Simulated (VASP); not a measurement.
Band structure of TiO$_{2}$ (space group I4_1/amd). Method: modified Becke-Johnson potential (mBJ), VASP's PBE PAW potentials (set 64) (plane waves; VASP 6.6.1).

mBJ is a potential without an energy functional, so only the levels count. The path is coarsely sampled, so an indirect gap can come out somewhat too large.

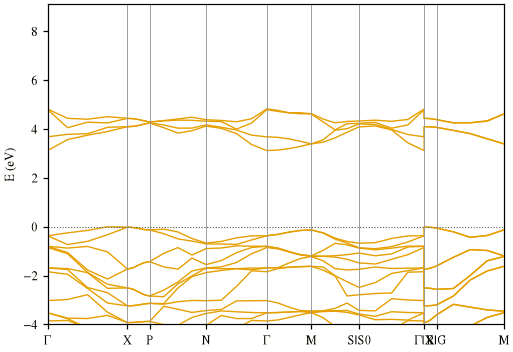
*Bands along high-symmetry lines, zero at the valence-band maximum or, without a gap, the Fermi level*

**Question.** Read the plot: is there a gap, and where are the band edges?

**Answer.** The gap is indirect, 3.12 eV, from the valence maximum at Γ-X at 0.75 to the conduction minimum at Γ.

The structure comes from a computed database's TiO2 entry (I4_1/amd); how it stands against other phases isn't given here. It was relaxed first. The cell's shape comes from a PBE relaxation.
